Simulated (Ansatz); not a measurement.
Band structure of Mg₇V (Fm-3m, 8 atoms in the cell).

```
CELL_PARAMETERS angstrom
      0.00000     4.36171     4.36171
      4.36171     0.00000     4.36171
      4.36171     4.36171     0.00000
ATOMIC_POSITIONS crystal
  Mg 0.50000 0.50000 0.50000
  Mg 0.00000 0.00000 0.50000
  Mg 0.50000 0.50000 0.00000
  Mg 0.50000 0.00000 0.00000
  Mg 0.00000 0.50000 0.50000
  Mg 0.00000 0.50000 0.00000
  Mg 0.50000 0.00000 0.50000
  V  0.00000 0.00000 0.00000
```
Moments meant for the start (each program seeds them in its own way; μB, in the order of the atoms Mg Mg Mg Mg Mg Mg Mg V): 0.0 0.0 0.0 0.0 0.0 0.0 0.0 2.0.

Computed with LDA (PW92), PAW files made with PBE (plane waves; Ansatz, a program for electronic structure).

Settings: kpoints.mp_grid.grid = 3 3 3; hamiltonian.xc = lda; hamiltonian.pseudopotentials = {kind: paw} (the program's default PAW files); magnetization.spin_polarized = true; scf.occupations.method = fermi_dirac; scf.occupations.width = 0.0073 Ry; kpoints.band_path.npoints = 8.

The starting cell comes from a database of computed structures (which also holds hypothetical and non-ambient phases and stackings), without a prior relaxation at this level. The starting moments vanished: the run ended non-magnetic, which need not be the lowest state. The program warned that a starting moment was not kept.

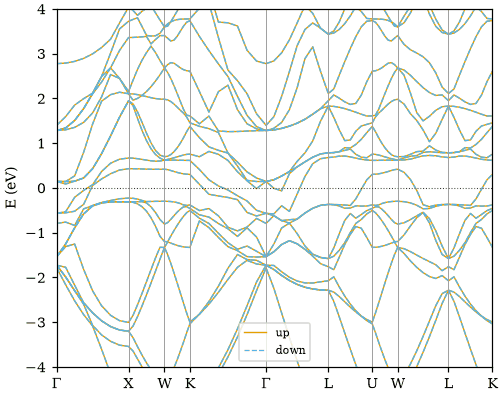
Figure: Bands along the path, energies from the Fermi level.

Levels in eV from the Fermi level, bands 39 to 46 of the first spin channel:
| point | 39 | 40 | 41 | 42 | 43 | 44 | 45 | 46 |
|---|---|---|---|---|---|---|---|---|
| Γ | -1.54 | -1.54 | -0.79 | -0.57 | -0.57 | 0.15 | 0.15 | 0.15 |
| X | -0.31 | -0.31 | -0.23 | 0.43 | 0.67 | 1.95 | 1.95 | 2.11 |
| W | -1.20 | -0.81 | -0.30 | 0.42 | 0.62 | 0.62 | 0.70 | 1.98 |
| K | -0.50 | -0.46 | -0.38 | 0.30 | 0.62 | 0.76 | 1.38 | 1.46 |
| L | -1.58 | -1.58 | -0.37 | -0.37 | 0.68 | 0.79 | 0.79 | 1.83 |
| U | -0.50 | -0.46 | -0.38 | 0.30 | 0.62 | 0.76 | 1.38 | 1.46 |

Bands cross the Fermi level along this path, so the cell is metallic at this level.

The net moment of the cell came out as 0.00 μB.

Keys are those of Ansatz 0.2.
